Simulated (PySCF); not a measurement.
C$_{3}$H$_{10}$N$_{2}$Si (SMILES CN[SiH]1CNC1)

Input

```
{"job": {"kind": "nmr", "xc": "PBE0", "basis": "pcSseg-1"}, "charge": 0, "multiplicity": 1}
C      2.480896    -0.663481    -0.778283
N      1.458334    -0.291239     0.170145
Si     0.041586     0.579102    -0.242069
C     -1.628061    -0.257742    -0.712070
N     -2.059452    -0.163549     0.688098
C     -1.130107     0.823618     1.245515
H      2.266345    -1.614409    -1.276498
H      3.445451    -0.746383    -0.274516
H      2.549795     0.110601    -1.538222
H      1.395602    -0.949653     0.933179
H      0.452650     1.720424    -1.061214
H     -2.247785     0.322026    -1.406651
H     -1.644315    -1.297721    -1.047817
H     -3.038105     0.070185     0.806923
H     -0.805920     0.531918     2.245793
H     -1.544513     1.835246     1.313419
```

Command:

```sh
OMP_NUM_THREADS=1 python probes_run.py task.json out
```

Geometry: GFN2-xTB.

The calculation used PySCF 2.14.0, PBE0/pcSseg-1, SCF density, gas phase, non-relativistic.

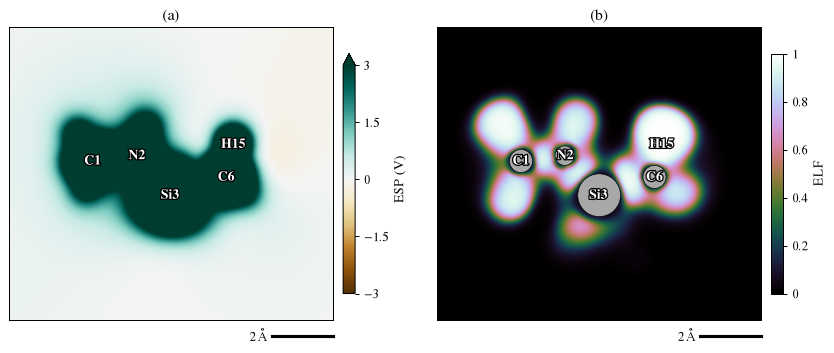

Figure 1. (a) molecular electrostatic potential; (b) ELF on the plane of atoms C1, N2 and Si3. Grey discs cover the atomic cores in the ELF map.

Interpret the plot.

The plane passes through C, N, Si and H nuclei. C–N (1.44 Å): the ELF peaks at about 0.90 between the atoms: a covalent bond. Si–N (1.71 Å): the ELF peaks at about 0.90 between the atoms, as expected for a shared but strongly polarised pair. C–Si (1.91 Å): the ELF peaks at about 0.95 between the atoms (a shared electron pair). C–H (1.09 Å): the ELF climbs to about 1 towards the hydrogen, as it does in any bond to H; an ordinary covalent bond to hydrogen. The potential has no marked negative region in this plane.

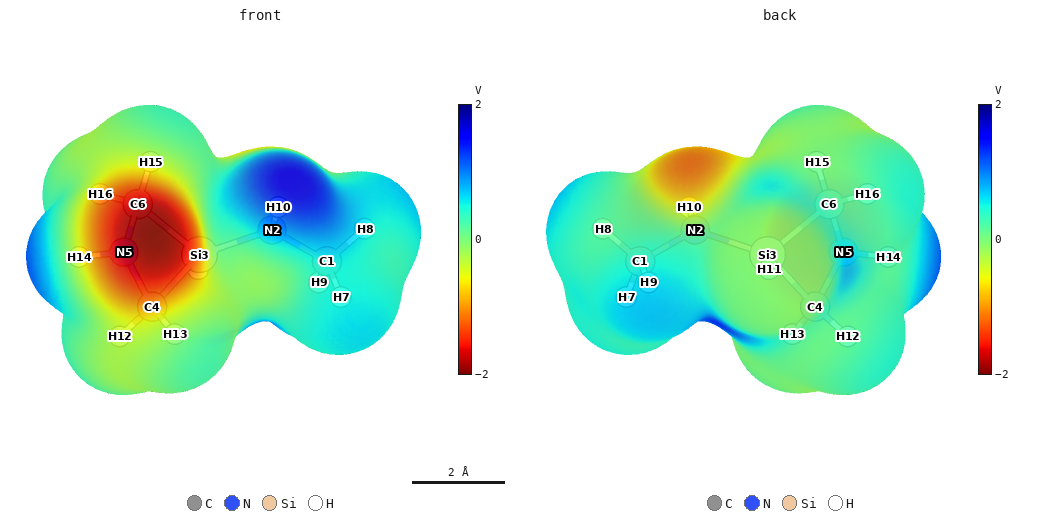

Figure 2. The electrostatic potential painted on the density surface at 0.002 e/bohr³, seen from the front and from behind; the colour scale runs from red (negative) to blue (positive).

Where is the surface potential most negative and most positive?

The most negative region (about −1.9 V) lies over N5, the most positive (about +1.5 V) over H10. N5 is the likeliest acceptor of a hydrogen bond.
